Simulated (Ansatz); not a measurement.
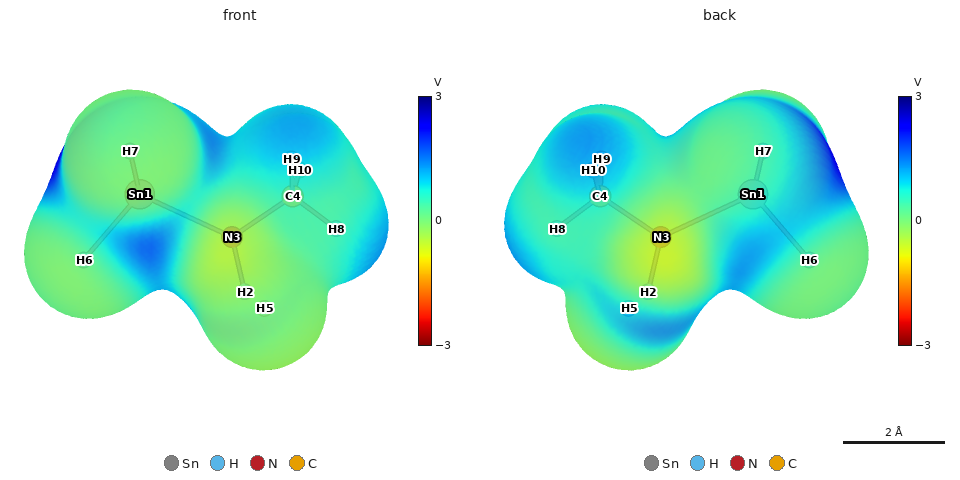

*CH6NSn···H. The electrostatic potential painted on the density surface at 0.004 e/bohr³, seen from the front and from behind; red is negative and blue positive.*

A transition-state structure; geometry: PBE0-D4/def2-TZVP; core potentials replace the inner electrons of Sn.

The calculation used RKS PBE0-D4/def2-TZVPP (Ansatz 0.2.0).

```xyz
10

Sn   -1.2027   -1.4234    0.4240
H     1.3929   -0.2398    0.4365
N     0.3822   -0.2508   -0.0471
C     0.2459    0.8544   -0.9865
H     1.5968    0.5624    1.0764
H    -0.6465   -2.4853    1.6662
H    -2.4399   -0.4492    1.1569
H     1.1435    1.4741   -0.9512
H    -0.6148    1.4945   -0.7735
H     0.1427    0.4631   -2.0019
```

### Which sites attract a positive test charge, and which a negative one?

A positive charge is drawn to the negative regions and a negative charge to the positive ones. The most negative region (about −0.6 V) lies over N3, the most positive (about +2.3 V) over Sn1.
